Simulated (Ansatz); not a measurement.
# W2C: response to strain

The parent structure is W2C (space group P-3m1, No. 164; a = 3.0342 Å, c = 4.6583 Å; relaxed with 0.1 eV smearing). Axes: x lies along a and z along c of the hexagonal cell.

Strains are applied to the cell and any free atomic positions relax; under biaxial strain the out-of-plane vector relaxes too.

All numbers come from Ansatz (a quantum-chemistry and plane-wave program) PBE-D3(BJ), spin-orbit coupling left out.

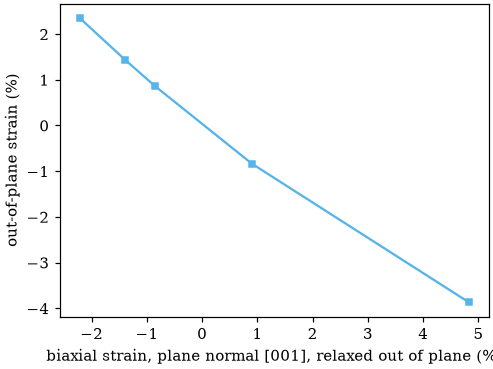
*Out-of-plane strain against biaxial strain, plane normal [001], relaxed out of plane*

```csv
"biaxial strain, plane normal [001], relaxed out of plane (%)",out-of-plane strain
-2.22,+2.36 %
-1.39,+1.43 %
-0.85,+0.86 %
0.9,-0.84 %
4.83,-3.87 %
```

Whether these cells are dynamically stable was not tested. The final runs are not spin-polarised.
